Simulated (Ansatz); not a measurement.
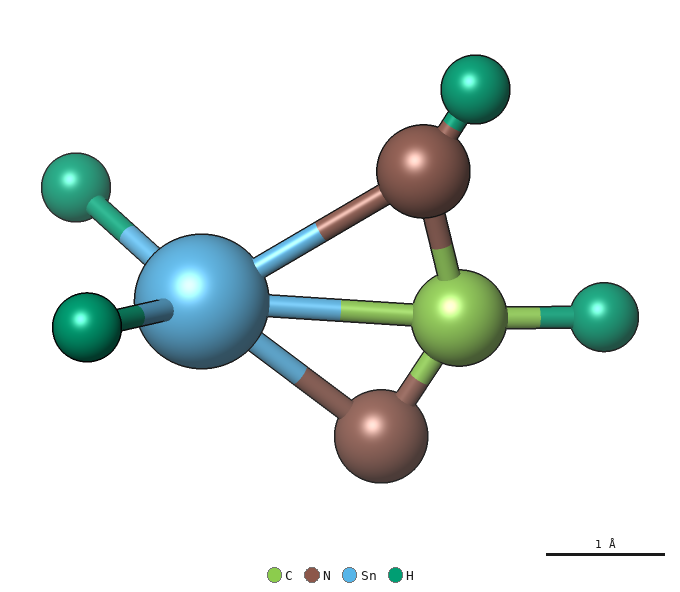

The structure as it stands in the input.

Input file:

```yaml
crystal:
  periodic: [false, false, false]
  atoms:
    - {symbol: C, position_ang: [-0.702658, 0.195029, -0.832010]}
    - {symbol: N, position_ang: [0.158939, 1.069101, -1.111760]}
    - {symbol: Sn, position_ang: [1.030216, 0.363492, 0.532978]}
    - {symbol: N, position_ang: [-0.892264, -0.718227, 0.221757]}
    - {symbol: H, position_ang: [-1.601261, -0.041051, -1.692630]}
    - {symbol: H, position_ang: [1.125125, 1.201650, 2.061661]}
    - {symbol: H, position_ang: [2.393774, -0.828237, 0.632132]}
    - {symbol: H, position_ang: [-1.432129, -1.352062, 0.362399]}
basis:
  gaussian: {orbitals: def2-SVP}
hamiltonian: {xc: {name: B3LYP5}}
```

It was started with:

```sh
ansatz run in.yaml --threads 2 --pin off --events-out ev --progress --plain --max-ram 4352MiB
```

What the program printed:

```
Functional definition: B3LYP5
  name "B3LYP5"
  cite "Stephens, Devlin, Chabalowski & Frisch, J. Phys. Chem. 98, 11623 (1994) doi:10.1021/j100096a001"
  cite "Becke, Phys. Rev. A 38, 3098 (1988) doi:10.1103/PhysRevA.38.3098"
  cite "Lee, Yang & Parr, Phys. Rev. B 37, 785 (1988) doi:10.1103/PhysRevB.37.785"
  cite "Vosko, Wilk & Nusair, Can. J. Phys. 58, 1200 (1980) doi:10.1139/p80-159"
  parameter a0 = 0.2
  parameter ax = 0.72
  parameter ac = 0.81
  exchange = (1 - a0 - ax)*slater_x + ax*b88_x + a0*exact_x
  correlation = (1 - ac)*vwn5_c + ac*lyp_c
977 factors; integrals over basis functions are off by at most 1.2e-3 eV
mean field evaluation 1: about -9893.3008 eV, gradient 6.7e1 eV
mean field evaluation 2: about -9830.7285 eV, gradient 1.4e2 eV
mean field evaluation 4: about -9901.8735 eV, gradient 2.6e1 eV
mean field evaluation 8: about -9903.2855 eV, gradient 3.6e-1 eV
mean field evaluation 16: about -9903.4309 eV, gradient 8.8e-5 eV
mean field -9903.43093246 eV, -363.9443739813 hartree, gradient 1.9e-5 eV, S^2 0.000000; 0 other end points of the search recorded, 0 dependent functions left out
reference -9903.43117390 eV, -363.9443828542 hartree; 23, 23 occupied and 65, 65 virtual orbitals, 977 factors
Total energy: -9903.43117390 eV, -363.9443828542 hartree
```

The run converged.
